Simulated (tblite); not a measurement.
## Run report: C5H12N2O2Si, geometry relaxation (part 3 of 3)

The same run, continued: C5H12N2O2Si; GFN2-xTB geometry optimisation, gas phase (tblite 0.8.0). It belongs to a series of runs on one base structure; here: H on C replaced by OCOCH3.

Geometry of the input (Å):
```
C  3.2797  -0.8954  -0.6734
C  2.1548  0.0710  -0.3867
O  2.0562  1.1731  -0.8746
O  1.3010  -0.4710  0.5253
C  0.1531  0.3349  0.8692
C  -0.8637  -0.3095  1.8777
C  -2.1527  0.2947  1.2295
Si -1.2565  0.3385  -0.3801
N  -1.4736  1.6117  -1.4225
N  -1.4345  -0.9737  -1.4053
H  2.8586  -1.8207  -1.0847
H  3.9392  -0.4540  -1.4123
H  3.8347  -1.0917  0.2488
H  0.4510  1.3470  1.1697
H  -0.8403  -1.4012  1.8931
H  -0.7058  0.0082  2.9322
H  -3.0340  -0.3468  1.3105
H  -2.4139  1.2755  1.6241
H  -1.1788  2.4868  -0.9805
H  -0.8320  1.4940  -2.2006
H  -2.2641  -0.8258  -1.9758
H  -1.5888  -1.8264  -0.8845
```

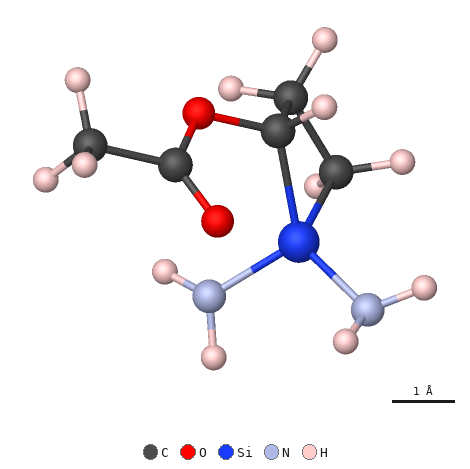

Figure 1. The geometry at step 125 of the log (ball-and-stick view, seen at a tilt).

**Trajectory as extended XYZ, continued**
```
22
Properties=species:S:1:pos:R:3:forces:R:3 step=119 energy=-885.74407
C     3.1123   -1.0733   -0.6549    0.0020  -0.0030   0.0000
C     1.9285   -0.1630   -0.4486   -0.0020   0.0030  -0.0020
O     1.5391    0.6475   -1.2566   -0.0020  -0.0010   0.0000
O     1.3530   -0.3599    0.7268    0.0030  -0.0010   0.0030
C     0.1957    0.4475    0.9551    0.0030  -0.0010   0.0010
C    -0.7846   -0.1294    1.9800    0.0020   0.0000  -0.0040
C    -2.1064    0.2050    1.2614    0.0000  -0.0010   0.0010
Si   -1.1722    0.4610   -0.4017   -0.0100  -0.0030   0.0000
N    -1.5994    1.8133   -1.3746    0.0000   0.0030  -0.0050
N    -1.0682   -0.8961   -1.4556   -0.0060  -0.0010  -0.0050
H     2.7612   -1.9933   -1.1179   -0.0040  -0.0020  -0.0050
H     3.8276   -0.6009   -1.3210    0.0060   0.0030   0.0000
H     3.5715   -1.3134    0.2989    0.0070  -0.0050   0.0040
H     0.5440    1.4443    1.2435   -0.0060   0.0000   0.0060
H    -0.6370   -1.2064    2.0487   -0.0020   0.0040   0.0080
H    -0.6909    0.2978    2.9776    0.0030  -0.0050  -0.0050
H    -2.8505   -0.5844    1.3282    0.0040  -0.0030  -0.0020
H    -2.5579    1.1069    1.6675   -0.0010   0.0010  -0.0010
H    -1.7026    2.7008   -0.9093    0.0000   0.0020  -0.0080
H    -1.0315    1.9322   -2.1987   -0.0030   0.0030   0.0010
H    -1.6371   -0.8957   -2.2848    0.0050   0.0060   0.0080
H    -1.0049   -1.8211   -1.0650    0.0000   0.0020   0.0050
22
Properties=species:S:1:pos:R:3:forces:R:3 step=125 energy=-885.74422
C     3.1081   -1.0760   -0.6567    0.0000   0.0010   0.0000
C     1.9279   -0.1612   -0.4474    0.0030  -0.0010   0.0000
O     1.5387    0.6501   -1.2548    0.0030  -0.0010  -0.0040
O     1.3542   -0.3557    0.7292    0.0020   0.0020  -0.0010
C     0.1971    0.4516    0.9575   -0.0030  -0.0010   0.0000
C    -0.7830   -0.1283    1.9806   -0.0030  -0.0010   0.0040
C    -2.1053    0.2032    1.2617    0.0000  -0.0010   0.0000
Si   -1.1708    0.4645   -0.4001    0.0030  -0.0010  -0.0020
N    -1.6008    1.8116   -1.3798    0.0000   0.0020   0.0060
N    -1.0625   -0.8951   -1.4504   -0.0060   0.0000  -0.0040
H     2.7519   -1.9907   -1.1270    0.0030   0.0030  -0.0020
H     3.8272   -0.6027   -1.3183    0.0010  -0.0020   0.0020
H     3.5650   -1.3253    0.2962   -0.0020  -0.0010  -0.0020
H     0.5439    1.4481    1.2489    0.0010  -0.0010   0.0020
H    -0.6339   -1.2048    2.0502    0.0040  -0.0030   0.0000
H    -0.6899    0.2982    2.9784   -0.0020   0.0030   0.0030
H    -2.8444   -0.5912    1.3245   -0.0030   0.0030   0.0000
H    -2.5618    1.1014    1.6702   -0.0020  -0.0020  -0.0030
H    -1.7107    2.7002   -0.9186   -0.0020   0.0050  -0.0010
H    -1.0299    1.9316   -2.2017    0.0010  -0.0050  -0.0010
H    -1.6220   -0.8905   -2.2857    0.0030  -0.0040   0.0030
H    -1.0094   -1.8198   -1.0579   -0.0020   0.0030   0.0000
```

**Summary**

| quantity | value |
| --- | --- |
| outcome | converged |
| total energy | −885.7442 eV |
| hardware | 1 CPU thread, shared host |
| wall time | 1 s |
| peak memory | 0.18 GiB |
